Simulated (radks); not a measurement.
The Pb²⁺ ion in the configuration [Xe] 4f14 5d10 6s2. Method: scalar-relativistic Kohn-Sham, PBE, spin-polarised, spherical densities, finite nucleus; computed with the in-house radial solver radks.

```
Z 82
configuration [Hg] 6p0 7s0 5f0
relativity scalar-relativistic
functional pbe,pbe
spin polarised
nucleus finite rms 5.5012 fm
c 137.035999084
```

Wanted: the number of electrons inside radius r (solid) and the radial density 4πr²ρ (dashed).

The count levels off at 80 electrons. Half of them lie within 0.360 bohr, 90 % within 1.25 bohr and 99 % within 2.52 bohr. The radial density has minima at 0.0207, 0.0881 and 0.251 bohr, where the count stands at 1.9, 10.9 and 30.1; these part the shells that the density resolves.

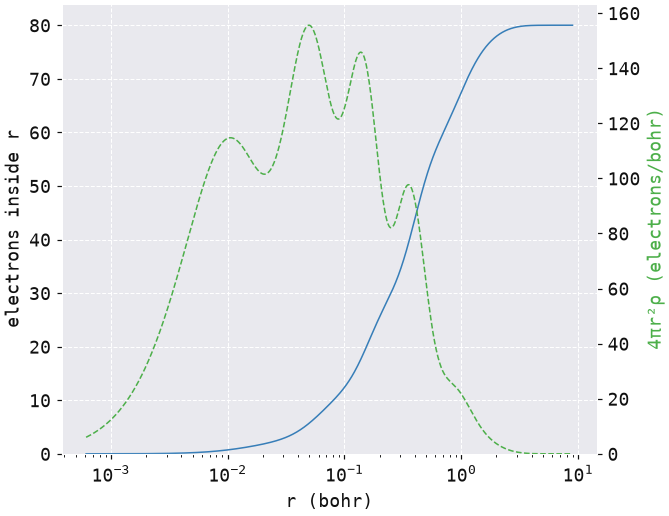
